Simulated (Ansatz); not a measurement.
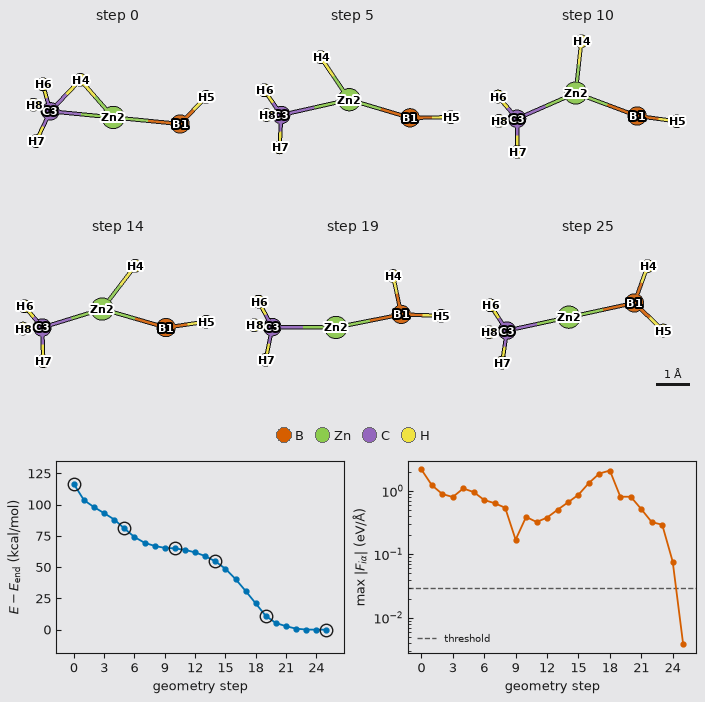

Frames of a relaxation of CH₅BZn, marked on the history of the run. A ball-and-stick model, seen face on.

It is one of the separated reactants of a reaction.

These are results of RKS PBE-D4/def2-SVP (Ansatz), not measurements.

The input:
```yaml
crystal:
  periodic: [false, false, false]
  atoms:
    - {symbol: B, position_ang: [-1.165371, 1.573128, -1.126359]}
    - {symbol: Zn, position_ang: [-0.094148, 0.128631, -0.091173]}
    - {symbol: C, position_ang: [0.912813, -1.230782, 0.881891]}
    - {symbol: H, position_ang: [0.195659, -0.173116, 1.380513]}
    - {symbol: H, position_ang: [-1.194327, 2.726265, -0.793119]}
    - {symbol: H, position_ang: [1.590388, -0.778344, 1.611639]}
    - {symbol: H, position_ang: [1.515488, -1.840283, 0.202164]}
    - {symbol: H, position_ang: [0.244041, -1.905469, 1.424607]}
basis:
  gaussian: {orbitals: def2-SVP}
hamiltonian: {xc: pbe, dispersion: d4}
relax: {f_tol: 0.03, max_steps: 250}
```

Command:
```bash
ansatz run in.yaml --threads 2 --pin off --events-out ev --progress --plain --max-ram 4352MiB
```

Describe the path.

The largest move after the best rigid fit is that of H4, 3.09 Å. By element the largest moves are H 3.09 Å, B 1.10 Å, Zn 0.57 Å, C 0.49 Å. Some distances before and after: C3–H4 1.372 → 4.797 Å, B1–H4 3.345 → 1.222 Å, Zn2–H4 1.530 → 2.916 Å, B1–H5 1.201 → 1.222 Å. New bonds form, among them: B1–H4 (3.34 → 1.22 Å). Bonds break, among them: C3–H4 (1.37 → 4.80 Å), Zn2–H4 (1.53 → 2.92 Å). After 25 geometry steps the energy has fallen by 116.5 kcal/mol. Largest force component: 2.2 eV/Å at the start, 0.0038 eV/Å at the end. Cost: 39 s on 2 threads of Intel Xeon Platinum 8259CL @ 2.50GHz, on a shared host. From step 0 to 5: H atoms move most (0.73 Å), energy −35.6 kcal/mol. From step 5 to 10: H4 moves most (0.95 Å), energy −16.0 kcal/mol. From step 10 to 14: H4 moves most (0.76 Å), energy −10.4 kcal/mol. From step 14 to 19: H4 moves most (0.70 Å), energy −43.7 kcal/mol. From step 19 to 25: H4 moves most (0.69 Å), energy −10.9 kcal/mol.

| step | E − E(0), kcal/mol | largest force component, eV/Å |
| --- | --- | --- |
| 0 | 0.00 | 2.1899 |
| 1 | -12.87 | 1.2363 |
| 2 | -18.48 | 0.8970 |
| 3 | -23.31 | 0.8047 |
| 4 | -28.38 | 1.0992 |
| 5 | -35.57 | 0.9624 |
| 6 | -42.42 | 0.7221 |
| 7 | -46.99 | 0.6426 |
| 8 | -49.55 | 0.5454 |
| 9 | -51.07 | 0.1705 |
| 10 | -51.52 | 0.3907 |
| 11 | -52.66 | 0.3247 |
| 12 | -54.70 | 0.3802 |
| 13 | -57.65 | 0.5056 |
| 14 | -61.87 | 0.6629 |
| 15 | -67.81 | 0.8739 |
| 16 | -76.00 | 1.3408 |
| 17 | -85.53 | 1.8922 |
| 18 | -95.52 | 2.1065 |
| 19 | -105.59 | 0.8143 |
| 20 | -111.24 | 0.8127 |
| 21 | -113.76 | 0.5185 |
| 22 | -115.74 | 0.3234 |
| 23 | -116.44 | 0.2939 |
| 24 | -116.52 | 0.0769 |
| 25 | -116.54 | 0.0038 |
